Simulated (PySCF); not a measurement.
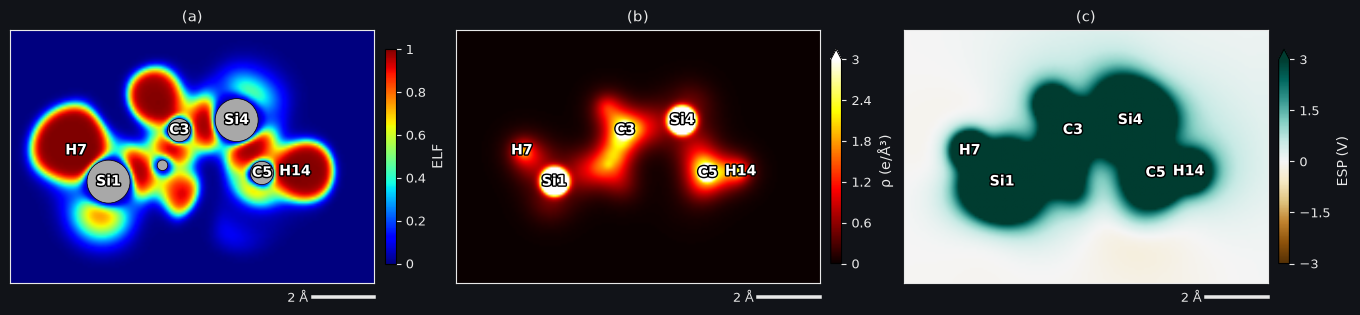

C3H9ClSi2 (SMILES [SiH3]/C=C/[SiH2]CCl). (a) electron localisation function; (b) electron density; (c) electrostatic potential on the plane of atoms C3, Si4 and C5. Grey discs cover the atomic cores in the ELF map.

Geometry: GFN2-xTB, MD frame at 250 fs, 200 K.

Method: PBE0/pcSseg-1, SCF density, gas phase, non-relativistic (PySCF).

```
atom    x (Å)    y (Å)    z (Å)
  Si   2.5442   0.2748  -0.5789
   C   0.6928   0.0896  -0.7891
   C  -0.0201  -0.9563  -0.4435
  Si  -1.9135  -0.9431  -0.2706
   C  -2.4004   0.8968  -0.1184
  Cl  -1.5854   1.6548   1.3084
   H   3.3750  -0.8965  -0.8519
   H   2.8649   1.2422  -1.6138
   H   2.8727   0.6452   0.9099
   H   0.2519   1.0059  -1.0073
   H   0.4845  -1.9086  -0.2445
   H  -2.3830  -1.5882   0.9765
   H  -2.5495  -1.5780  -1.3999
   H  -3.4687   1.0428   0.0210
   H  -2.0819   1.5393  -0.9371
```

> What does the map show?

- Atoms in the plane: Si, C and H.
- C–Si (1.90 Å): ρ is about 0.92 e/Å³ halfway; the ELF peaks at about 0.95 between the atoms; a shared electron pair.
- Si–H (1.46 Å): ρ at the midpoint is about 0.81 e/Å³; the ELF climbs to about 1 towards the hydrogen, as it does in any bond to H.
- The potential has no marked negative region in this plane.
